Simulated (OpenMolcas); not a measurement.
# CH4ClGa (SMILES [CH3][GaH][Cl]) in OpenMolcas

Aim: the vertical excitations of CH4ClGa.

The results are computed with OpenMolcas 26.06.

## 1. The structure to begin with

CH4ClGa has 7 atoms, charge 0, and is taken as a singlet. SMILES: `[CH3][GaH][Cl]`. Geometry: relaxed at PBE0-D4/def2-TZVP.

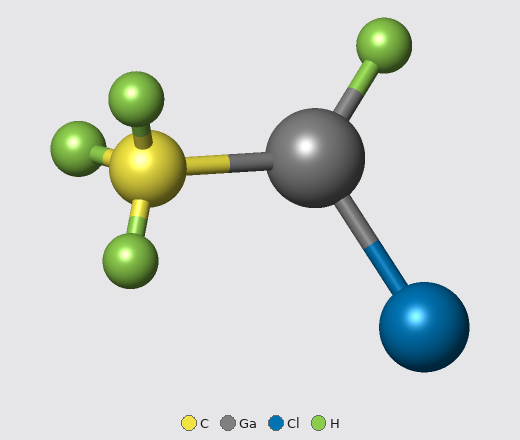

Viewed from a chosen angle; carbon yellow, gallium grey, chlorine blue, hydrogen green.

## 2. The run

The input, step15.input:

```
>>> EXPORT MOLCAS_PRINT=2

&GATEWAY
 Coord
 7
 angstrom
 C       -0.730500       0.588300      -0.200700
 Ga       0.846300      -0.538100       0.035700
 Cl       0.865000      -1.794800       1.792800
 H       -0.435900       1.637200      -0.283800
 H       -1.418300       0.473600       0.636300
 H       -1.245900       0.318700      -1.126000
 H        2.119300      -0.684800      -0.854300
 Basis=ANO-S-VDZP
 Group=NoSym
 RICD

&SEWARD

&RASSCF
 FileOrb=$CurrDir/step2.RasOrb
 Spin=2
 Nactel=6 0 0
 Inactive=26
 Ras2=6
 CIRoot=5 5 1
 OrbListing=Nothing

&CASPT2
 Multistate=all
```

Run with:

```
export MOLCAS_MEM=1860
pymolcas step15.input > step15.log
```

Standard output:

```text
--- Start Module: gateway ---

                                              &GATEWAY

                       available to each process: 1.9 GB of memory, 1 thread

++    Symmetry information:
      ---------------------

                    Character Table for C1

                             E
                    a        1  x, y, xy, Rz, z, xz, Ry, yz, Rx, I
--

++    Basis set information:
      ----------------------

      Basis set label: C.ANO-S...3S2P1D.

      Electronic valence basis set:
      ------------------
      Associated Effective Charge   6.000000 au
      Associated Actual Charge      6.000000 au
      Nuclear Model: Point charge

      Shell  nPrim  nBasis  Cartesian Spherical Contaminant
         s      10       3        X
         p       6       2        X
         d       3       1                 X

      Basis set label: GA.ANO-S...5S4P2D.

      Electronic valence basis set:
      ------------------
      Associated Effective Charge  31.000000 au
      Associated Actual Charge     31.000000 au
      Nuclear Model: Point charge

      Shell  nPrim  nBasis  Cartesian Spherical Contaminant
         s      17       5        X
         p      15       4        X
         d       9       2                 X

      Basis set label: CL.ANO-S...4S3P1D.

[... 99 lines left out ...]
                  Velocity quadrupole around (  1.2421  -1.4344   0.9628 )
                  RI decomposed two-electron repulsion integrals stored Cholesky style
                   - acCD auxiliary basis
                   - CD Threshold:   1.00E-04

                   Integrals are discarded if absolute value <: 1.00E-14
                   Integral cutoff threshold is set to       <: 1.00E-16

            Nuclear Potential Energy            245.64399855 au

      Basis set specifications :
      Symmetry species         a
      Basis functions           79

--- Stop Module: seward /rc=_RC_ALL_IS_WELL_ ---
--- Module seward spent 2 seconds ---

--- Start Module: rasscf ---

                                              &RASSCF

                       available to each process: 1.9 GB of memory, 1 thread

 ******************** ERROR *********************
 ###############################################################################
 ###    ERROR: No such wave function.                                        ###
 ###############################################################################
 The following combined specifications are wrong.
 Nr of active electrons NACTEL=   6
 Nr of active orbitals     NAC=   6
 Spin degeneracy         ISPIN=   2
 There can be no such wave function.
 ************************************************
--- Stop Module: rasscf /rc=_RC_INPUT_ERROR_ ---

.####################.
.# User input error #.
.####################.

    Timing: Wall=4.26 User=3.82 System=0.43
```

Wall time 4.8 s (1 thread of Intel Xeon Platinum 8259CL at 2.50GHz (Skylake/Cascade Lake), shared host); peak memory 0.14 GiB.

## 3. Reading the log

The program broke off before the end.

The log says `ERROR: No such wave function.`. What is wrong: the electron count doesn't fit the spin or reference typed: an even count needs an odd multiplicity, an odd count an even one.
